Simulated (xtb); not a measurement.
Geometry relaxation, with input and output: C3H7BO (part 4 of 4)

C3H7BO; GFN1-xTB (xtb 6.7.1). 

Geometry of the input (Å):
```
B  -1.5826  0.0335  0.0232
C  -0.3352  -0.1573  0.9107
C  0.7977  0.1006  -0.1076
C  1.2535  -0.7632  -0.7715
O  0.9574  1.5489  -0.2978
H  -2.0508  1.1156  -0.3322
H  -2.0554  -0.8699  -0.5790
H  -0.1796  -1.2089  1.3125
H  -0.3855  0.6206  1.6722
H  2.1127  -0.5613  -1.4328
H  1.0914  -1.8298  -0.6603
H  0.4662  2.1059  0.3531
```

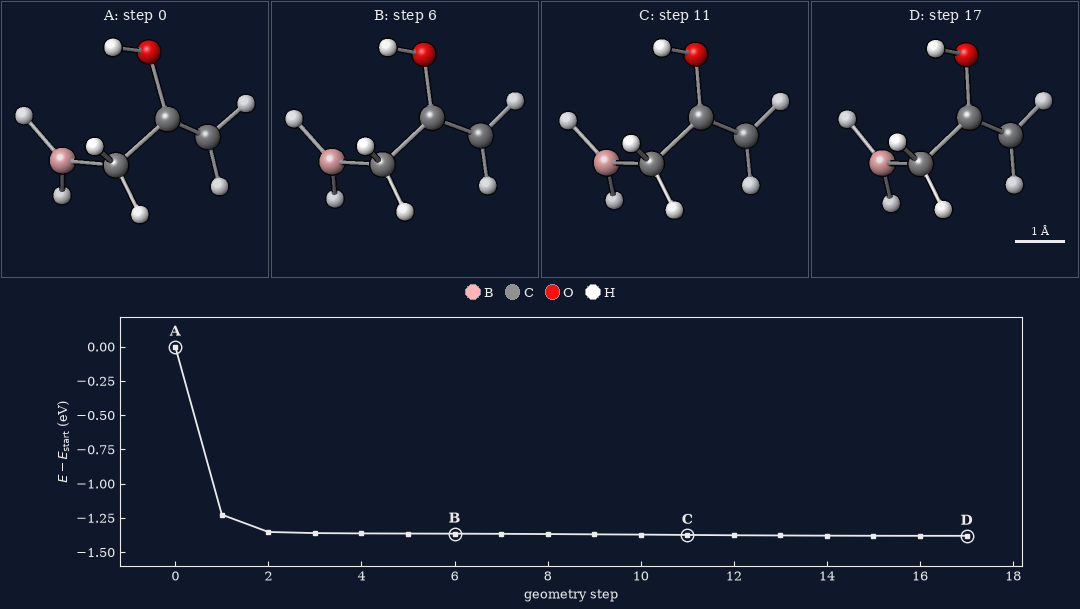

**Figure 1.** Frames of the relaxation (ball-and-stick view, seen at a tilt) above the curves, on which the letters mark them (steps are counted from 0).

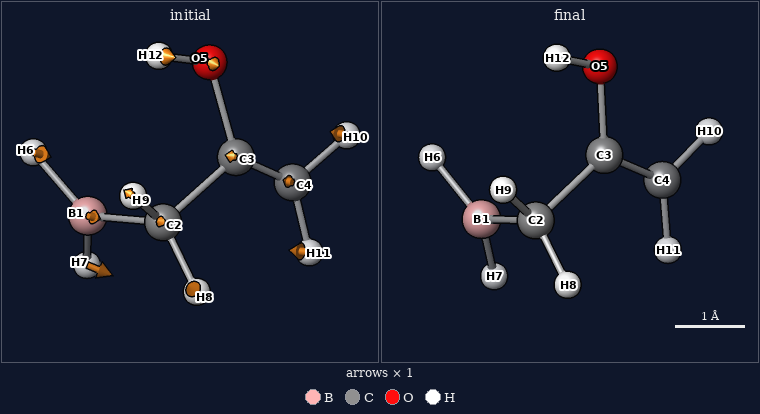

**Figure 2.** Before (left) and after (right) the relaxation, at one scale (ball-and-stick view, seen at a tilt). The orange arrows give the displacements, at true length. The energy falls by 1.380 eV in 17 geometry steps. The largest move after the best rigid fit is that of H7, 0.43 Å. By element the largest moves are H 0.43 Å, B 0.26 Å, O 0.25 Å, C 0.20 Å. Among the contacts that change: C3–C4 1.181 → 1.337 Å, C3–O5 1.469 → 1.357 Å, C2–H8 1.136 → 1.089 Å, B1–H6 1.231 → 1.184 Å. Among the angles that change: B1–C2–C3 101.1° → 89.2°, B1–C2–H9 106.0° → 117.2°, C2–C3–O5 109.2° → 117.3°. (Atoms are counted from 1 in the order of the input.)

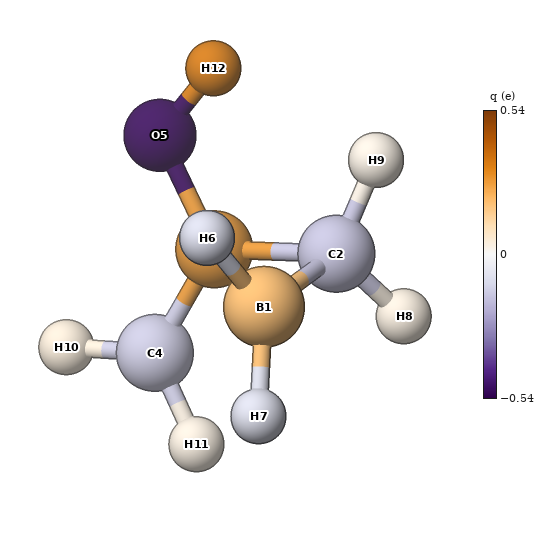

**Figure 3.** Mulliken charges, as the colour of each atom (ball-and-stick view, seen at a tilt; atoms are numbered from 1 in the order of the input). By element: B +0.19, C −0.16 to +0.29, O −0.52 and H −0.08 to +0.35 e.

Summary:

| quantity | value |
| --- | --- |
| outcome | converged |
| electrons treated | 28 |
| total energy | −16.157120 hartree |
| dispersion energy | −0.003777 hartree |
| basis functions | 34 |
| HOMO | −11.38 eV |
| LUMO | −7.44 eV |
| dipole moment | 2.32 D |
| wall time | 0.76 s |
| peak memory | 0.072 GiB |

Remarks:

Settings chosen away from the usual ones: method = gfn1-xtb; task = optimise; opt_level = normal; x = {}; partner = base.
